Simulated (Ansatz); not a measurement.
Nudged elastic band, with input and output: CH5GaO

The run: nudged elastic band of CH5GaO. Method and program: RHF/def2-SVP (Ansatz 0.2.0).

One setting was made poor on purpose. It belongs to a series of runs on one base structure; here: band between the two ends. Figures and captions count atoms from 1; the log counts them from 0 in places.

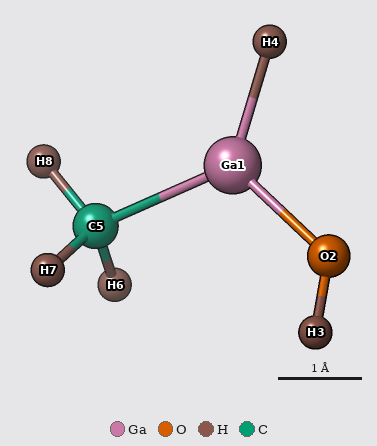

Fig. 1: The structure as given in the input (ball-and-stick view, seen at a tilt; atoms are numbered from 1 in the order of the input). Sticks mark near contacts.

## Input
```yaml
crystal:
  periodic: [false, false, false]
  atoms:
    - { symbol: Ga, position_ang: [0.371104, -0.013151, -0.093721] }
    - { symbol: O, position_ang: [0.58596, -0.132396, 1.671156] }
    - { symbol: H, position_ang: [-0.157113, -0.192296, 2.248646] }
    - { symbol: H, position_ang: [1.723569, 0.076455, -0.880291] }
    - { symbol: C, position_ang: [-1.460024, -0.004934, -0.855292] }
    - { symbol: H, position_ang: [-1.986052, -0.930522, -0.60494] }
    - { symbol: H, position_ang: [-2.046805, 0.822032, -0.445974] }
    - { symbol: H, position_ang: [-1.447038, 0.093409, -1.941883] }
basis:
  gaussian: { orbitals: def2-SVP }
hamiltonian:
  xc: hf
neb:
  order_check: false
  images: 7
  f_tol: 0.2
  max_iterations: 60
  final_atoms:
    - { symbol: Ga, position_ang: [0.42886111, 0.11214061, -1.48345531] }
    - { symbol: O, position_ang: [0.79641956, -0.07724818, 0.98465057] }
    - { symbol: H, position_ang: [0.12343665, -0.16372364, 1.64525907] }
    - { symbol: H, position_ang: [1.63448621, -0.09880683, 1.4234201] }
    - { symbol: C, position_ang: [-1.55862846, 0.00242093, -0.94379475] }
    - { symbol: H, position_ang: [-1.78684162, -0.93534997, -0.42116834] }
    - { symbol: H, position_ang: [-1.84650188, 0.82911263, -0.28177097] }
    - { symbol: H, position_ang: [-2.20763057, 0.05005145, -1.82543936] }
  initial_path:
    images:
      - { positions_ang: [[0.371104, -0.013151, -0.093721], [0.58596, -0.132396, 1.671156], [-0.157113, -0.192296, 2.248646], [1.723569, 0.076455, -0.880291], [-1.460024, -0.004934, -0.855292], [-1.986052, -0.930522, -0.60494], [-2.046805, 0.822032, -0.445974], [-1.447038, 0.093409, -1.941883]] }
      - { positions_ang: [[0.27847811, -0.01026134, -0.07091122], [0.76123222, -0.10068259, 1.63230112], [-0.02326443, -0.21532862, 2.15072876], [1.73187768, 0.0556846, -0.60576663], [-1.52465195, -0.00282954, -0.88765525], [-2.05959898, -0.92925854, -0.64200583], [-2.11479146, 0.83773245, -0.50359446], [-1.4656802, 0.08354057, -1.9753955]] }
      - { positions_ang: [[0.18585222, -0.00737168, -0.04810144], [0.93650445, -0.06896917, 1.59344624], [0.11058414, -0.23836123, 2.05281152], [1.74018637, 0.0349142, -0.33124225], [-1.5892799, -0.00072508, -0.9200185], [-2.13314596, -0.92799508, -0.67907165], [-2.18277793, 0.8534329, -0.56121492], [-1.48432239, 0.07367214, -2.008908]] }
      - { positions_ang: [[0.09322634, -0.00448202, -0.02529166], [1.11177667, -0.03725576, 1.55459136], [0.24443271, -0.26139385, 1.95489428], [1.74849505, 0.0141438, -0.05671788], [-1.65390786, 0.00137938, -0.95238175], [-2.20669294, -0.92673162, -0.71613748], [-2.25076439, 0.86913335, -0.61883538], [-1.50296459, 0.06380371, -2.0424205]] }
      - { positions_ang: [[0.00060045, -0.00159235, -0.00248188], [1.28704889, -0.00554234, 1.51573647], [0.37828128, -0.28442647, 1.85697704], [1.75680373, -0.0066266, 0.2178065], [-1.71853581, 0.00348385, -0.984745], [-2.28023991, -0.92546816, -0.7532033], [-2.31875085, 0.8848338, -0.67645584], [-1.52160678, 0.05393528, -2.075933]] }
      - { positions_ang: [[0.10766561, 0.02684089, -0.37272524], [1.16439156, -0.0234688, 1.382965], [0.31457012, -0.25425076, 1.80404755], [1.72622435, -0.02967165, 0.5192099], [-1.67855897, 0.00321812, -0.97450744], [-2.15689034, -0.92793862, -0.67019456], [-2.20068861, 0.87090351, -0.57778462], [-1.69311273, 0.05296432, -2.01330959]] }
      - { positions_ang: [[0.21473078, 0.05527413, -0.74296859], [1.04173423, -0.04139526, 1.25019352], [0.25085897, -0.22407506, 1.75111806], [1.69564497, -0.05271671, 0.8206133], [-1.63858213, 0.00295239, -0.96426988], [-2.03354077, -0.93040907, -0.58718582], [-2.08262637, 0.85697322, -0.47911341], [-1.86461868, 0.05199336, -1.95068618]] }
      - { positions_ang: [[0.32179594, 0.08370737, -1.11321195], [0.91907689, -0.05932172, 1.11742205], [0.18714781, -0.19389935, 1.69818856], [1.66506559, -0.07576177, 1.1220167], [-1.59860529, 0.00268666, -0.95403231], [-1.91019119, -0.93287952, -0.50417708], [-1.96456412, 0.84304292, -0.38044219], [-2.03612462, 0.0510224, -1.88806277]] }
      - { positions_ang: [[0.42886111, 0.11214061, -1.48345531], [0.79641956, -0.07724818, 0.98465057], [0.12343665, -0.16372364, 1.64525907], [1.63448621, -0.09880683, 1.4234201], [-1.55862846, 0.00242093, -0.94379475], [-1.78684162, -0.93534997, -0.42116834], [-1.84650188, 0.82911263, -0.28177097], [-2.20763057, 0.05005145, -1.82543936]] }
```

Run as:
```bash
ansatz run input.yaml --threads 1 --pin off --max-ram 2048MiB --backend cpu --events-out ev --progress --plain --runs-dir out
```

## The program's output
```
Engine: ansatz 0.2.0, aarch64-unknown-linux-gnu
Functional definition: HF
  exchange = exact_x
  correlation = 0
913 factors; integrals over basis functions are off by at most 3.6e-4 eV
mean field evaluation 1: about -55468.8798 eV, gradient 4.1e1 eV
mean field evaluation 2: about -55468.9138 eV, gradient 4.1e1 eV
mean field evaluation 4: about -55472.4436 eV, gradient 3.2e0 eV
mean field evaluation 8: about -55472.4806 eV, gradient 1.3e-4 eV
mean field -55472.48064607 eV, -2038.5760631450 hartree, gradient 2.0e-5 eV, S^2 0.000000; 0 other end points of the search recorded, 0 dependent functions left out
the calculation of the forces begins
reference -55472.48064607 eV, -2038.5760631450 hartree; 25, 25 occupied and 60, 60 virtual orbitals, 913 factors
915 factors; integrals over basis functions are off by at most 1.4e-3 eV
mean field evaluation 16: about -55471.4624 eV, gradient 8.0e-1 eV
mean field -55471.46599261 eV, -2038.5387753182 hartree, gradient 1.6e-5 eV, S^2 0.000000; 0 other end points of the search recorded, 0 dependent functions left out
[... from here on the field's lines of each further geometry are left out, up to the last ...]
NEB iter   1: max|band force component| = 2.570e1 eV/Å  barrier→ = 5.7968 eV  barrier← = 4.7821 eV  Δτ_max = 0.2000 Å  (315 SCF iters)
NEB iter   2: max|band force component| = 2.817e0 eV/Å  barrier→ = 4.5059 eV  barrier← = 3.4913 eV  Δτ_max = 0.2000 Å  (249 SCF iters)
NEB iter   3: max|band force component| = 3.375e0 eV/Å  barrier→ = 4.0185 eV  barrier← = 3.0038 eV  Δτ_max = 0.1044 Å  (229 SCF iters)
NEB iter   4: max|band force component| = 2.034e0 eV/Å  barrier→ = 3.7965 eV  barrier← = 2.7818 eV  Δτ_max = 0.1034 Å  (226 SCF iters)
NEB iter   5: max|band force component| = 1.166e0 eV/Å  barrier→ = 3.6067 eV  barrier← = 2.5920 eV  Δτ_max = 0.1003 Å  (231 SCF iters)
NEB iter   6: max|band force component| = 6.360e-1 eV/Å  barrier→ = 3.4031 eV  barrier← = 2.3885 eV  Δτ_max = 0.0987 Å  (229 SCF iters)
NEB iter   7: max|band force component| = 6.816e-1 eV/Å  barrier→ = 3.4519 eV  barrier← = 2.4373 eV  Δτ_max = 0.0501 Å  (236 SCF iters)
NEB iter   8: max|band force component| = 7.054e-1 eV/Å  barrier→ = 3.4602 eV  barrier← = 2.4455 eV  CI = image 4  Δτ_max = 0.0499 Å  (237 SCF iters)
NEB iter   9: max|band force component| = 3.099e-1 eV/Å  barrier→ = 3.4529 eV  barrier← = 2.4382 eV  CI = image 4  Δτ_max = 0.0978 Å  (236 SCF iters)
NEB iter  10: max|band force component| = 2.837e-1 eV/Å  barrier→ = 3.4331 eV  barrier← = 2.4185 eV  CI = image 4  Δτ_max = 0.0985 Å  (231 SCF iters)
NEB iter  11: max|band force component| = 2.276e-1 eV/Å  barrier→ = 3.4273 eV  barrier← = 2.4127 eV  CI = image 4  Δτ_max = 0.0996 Å  (240 SCF iters)
NEB iter  12: max|band force component| = 2.199e-1 eV/Å  barrier→ = 3.4233 eV  barrier← = 2.4087 eV  CI = image 4  Δτ_max = 0.1009 Å  (234 SCF iters)
the calculation of the forces begins
reference -55471.44682999 eV, -2038.5380711050 hartree; 25, 25 occupied and 60, 60 virtual orbitals, 914 factors
914 factors; integrals over basis functions are off by at most 8.1e-4 eV
mean field -55469.05918210 eV, -2038.4503266633 hartree, gradient 2.2e-5 eV, S^2 0.000000; 1 other end points of the search recorded, 0 dependent functions left out
the calculation of the forces begins
reference -55469.05918210 eV, -2038.4503266633 hartree; 25, 25 occupied and 60, 60 virtual orbitals, 914 factors
NEB iter  13: max|band force component| = 1.887e-1 eV/Å  barrier→ = 3.4215 eV  barrier← = 2.4068 eV  CI = image 4  Δτ_max = 0.0000 Å  (480 SCF iters)
```

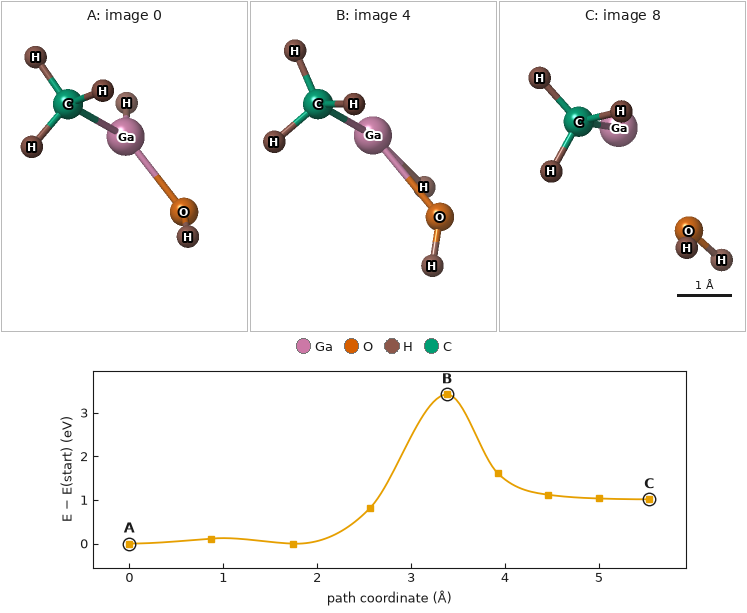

Fig. 2: Images of the last band (counted from 0; ball-and-stick, seen at a tilt) above the energy along the path; the line is a cubic interpolation that uses the forces. The highest image is number 4, 3.421 eV above the start and 2.407 eV above the end (the climbing image); the end lies 1.015 eV above the start. The path is 5.54 Å long. The band converged in 13 iterations.

```
Total energy: -55469.05918210 eV, -2038.4503266633 hartree
Atom 0 at     0.305501    -0.049881    -0.557938 Å, force     0.003023     0.024222     0.026544 eV/Å
Atom 1 at     0.734959     0.172145     1.368900 Å, force    -0.007117    -0.027845    -0.042295 eV/Å
Atom 2 at     0.535458    -0.351986     2.137719 Å, force     0.002155     0.015219     0.018825 eV/Å
Atom 3 at     1.660000    -0.156796     0.388716 Å, force     0.002411    -0.011020    -0.001816 eV/Å
Atom 4 at    -1.629072     0.016606    -1.006682 Å, force     0.005101     0.021512     0.004432 eV/Å
Atom 5 at    -2.114546    -0.925551    -0.734940 Å, force     0.003153    -0.008523     0.003334 eV/Å
Atom 6 at    -2.101920     0.816525    -0.429822 Å, force    -0.010160    -0.007995    -0.006582 eV/Å
Atom 7 at    -1.806779     0.197535    -2.068253 Å, force     0.001434    -0.005571    -0.002442 eV/Å
Dipole moment:    -0.295477    -0.242723    -0.040835 e Å
this run last wrote the band of iteration 13 to [file]
```

## The last band as extended XYZ (Å, eV, eV/Å)
```
8
Properties=species:S:1:pos:R:3:forces:R:3 image=0 energy=-55472.48065
Ga    0.3711   -0.0132   -0.0937    0.0187   0.0061  -0.0212
O     0.5860   -0.1324    1.6712   -0.0095  -0.0015  -0.0046
H    -0.1571   -0.1923    2.2486   -0.0001   0.0002   0.0050
H     1.7236    0.0765   -0.8803   -0.0059  -0.0020   0.0083
C    -1.4600   -0.0049   -0.8553   -0.0069  -0.0051   0.0155
H    -1.9861   -0.9305   -0.6049   -0.0006   0.0030  -0.0009
H    -2.0468    0.8220   -0.4460   -0.0001  -0.0014   0.0000
H    -1.4470    0.0934   -1.9419    0.0043   0.0007  -0.0021
8
Properties=species:S:1:pos:R:3:forces:R:3 image=1 energy=-55472.36634
Ga    0.2978   -0.0394   -0.0458   -0.0141  -0.0474  -0.0477
O     0.5760    0.2347    1.6962    0.0679  -0.1604  -0.0657
H     0.1270   -0.2038    2.3984   -0.1741   0.1388   0.0173
H     1.6288   -0.3110   -0.8321    0.0282   0.0707  -0.0583
C    -1.5008    0.0104   -0.8963    0.0921  -0.0155   0.1165
H    -1.9121   -1.0003   -0.9819    0.0318   0.0061  -0.0216
H    -2.2175    0.6100   -0.3333    0.0046   0.0338   0.0106
H    -1.4156    0.4181   -1.9076   -0.0364  -0.0262   0.0490
8
Properties=species:S:1:pos:R:3:forces:R:3 image=2 energy=-55472.48210
Ga    0.2179   -0.0694   -0.0301    0.0044  -0.0887   0.0095
O     0.0977    0.1349    1.7336   -0.1029  -0.0837   0.0285
H     0.7649   -0.1622    2.3266    0.1743   0.0820   0.0467
H     1.6277   -0.3574   -0.6692    0.0125   0.0058   0.0511
C    -1.5198    0.0376   -0.9444   -0.0499   0.0681   0.0181
H    -2.0227   -0.9316   -0.8737    0.0197  -0.0010  -0.0314
H    -2.1590    0.7706   -0.4474    0.0011   0.0027  -0.0443
H    -1.4232    0.2961   -1.9978   -0.0594   0.0149  -0.0782
8
Properties=species:S:1:pos:R:3:forces:R:3 image=3 energy=-55471.66781
Ga    0.2813   -0.0436   -0.2294   -0.1091   0.0251   1.0734
O     0.3012    0.2620    1.5405   -1.3669   0.3096   0.5368
H     0.6211   -0.3628    2.1654    0.2700  -0.0011   0.0729
H     1.8129   -0.2705   -0.1453    0.4938  -0.3615  -1.6680
C    -1.5641    0.0271   -0.9976    0.2145   0.0343   0.0146
H    -2.0675   -0.9123   -0.7393    0.1537   0.0288  -0.0063
H    -2.0774    0.8136   -0.4348    0.0829  -0.0271  -0.0416
H    -1.7240    0.2051   -2.0618    0.2611  -0.0082   0.0181
8
Properties=species:S:1:pos:R:3:forces:R:3 image=4 energy=-55469.05918
Ga    0.3055   -0.0499   -0.5579    0.0030   0.0242   0.0265
O     0.7350    0.1721    1.3689   -0.0071  -0.0278  -0.0423
H     0.5355   -0.3520    2.1377    0.0022   0.0152   0.0188
H     1.6600   -0.1568    0.3887    0.0024  -0.0110  -0.0018
C    -1.6291    0.0166   -1.0067    0.0051   0.0215   0.0044
H    -2.1145   -0.9256   -0.7349    0.0032  -0.0085   0.0033
H    -2.1019    0.8165   -0.4298   -0.0102  -0.0080  -0.0066
H    -1.8068    0.1975   -2.0683    0.0014  -0.0056  -0.0024
8
Properties=species:S:1:pos:R:3:forces:R:3 image=5 energy=-55470.86727
Ga    0.3220   -0.0758   -0.8658    0.0645  -0.1056  -1.3282
O     0.8348    0.1881    1.3052    0.4583  -0.0400  -0.2587
H     0.6375   -0.3533    2.0648    0.3861  -0.0582  -0.3065
H     1.5940   -0.1283    0.7789   -0.3410   0.1223   1.7712
C    -1.6712    0.0155   -0.9936   -0.1720   0.0178   0.0631
H    -2.1390   -0.9347   -0.7147   -0.0812   0.0119   0.0166
H    -2.1310    0.8215   -0.4187   -0.1184   0.0391   0.0299
H    -1.8635    0.1856   -2.0585   -0.1962   0.0128   0.0125
8
Properties=species:S:1:pos:R:3:forces:R:3 image=6 energy=-55471.36091
Ga    0.3563   -0.0580   -1.1878    0.0038  -0.0003  -0.1925
O     0.8261    0.1399    1.2535   -0.0078  -0.0595   0.0110
H     0.5744   -0.3213    2.0427   -0.0375   0.0313  -0.0421
H     1.7410   -0.0489    1.1002    0.0999   0.0254   0.2097
C    -1.6803   -0.0021   -1.0196   -0.0102  -0.0058  -0.0425
H    -2.1029   -0.9545   -0.6761    0.0212   0.0084   0.0196
H    -2.0758    0.7936   -0.3793    0.0480   0.0004   0.0220
H    -2.0553    0.1699   -2.0358   -0.1174   0.0002   0.0148
8
Properties=species:S:1:pos:R:3:forces:R:3 image=7 energy=-55471.44683
Ga    0.3915    0.0146   -1.3911   -0.0077   0.0124  -0.0171
O     0.8187    0.0326    1.1186    0.0047  -0.0147  -0.0296
H     0.3414   -0.2438    1.8883   -0.0327   0.0120  -0.0187
H     1.7406   -0.0461    1.3178    0.0012  -0.0025   0.0356
C    -1.6294   -0.0050   -1.0026    0.0061  -0.0089  -0.0158
H    -1.9613   -0.9640   -0.5845    0.0190   0.0051   0.0117
H    -1.9394    0.7848   -0.3084    0.0213   0.0007   0.0060
H    -2.1783    0.1456   -1.9404   -0.0119  -0.0041   0.0278
8
Properties=species:S:1:pos:R:3:forces:R:3 image=8 energy=-55471.46599
Ga    0.4289    0.1121   -1.4835    0.0020  -0.0005   0.0055
O     0.7964   -0.0772    0.9847   -0.0028  -0.0008   0.0004
H     0.1234   -0.1637    1.6453    0.0036   0.0000   0.0021
H     1.6345   -0.0988    1.4234   -0.0028   0.0007  -0.0019
C    -1.5586    0.0024   -0.9438   -0.0024   0.0008  -0.0156
H    -1.7868   -0.9354   -0.4212    0.0035  -0.0010   0.0014
H    -1.8465    0.8291   -0.2818    0.0039   0.0010   0.0021
H    -2.2076    0.0501   -1.8254   -0.0049  -0.0004   0.0059
```

## Results in brief

- outcome: converged
- barrier, forward: 3.421 eV
- barrier, backward: 2.407 eV
- hardware: 1 thread of Arm Neoverse V1, 24 GiB of memory available, shared host
- wall time: 2.5 min
- peak memory: 0.16 GiB

A deliberately poor setting: loose force. The order of the saddle point was not checked.
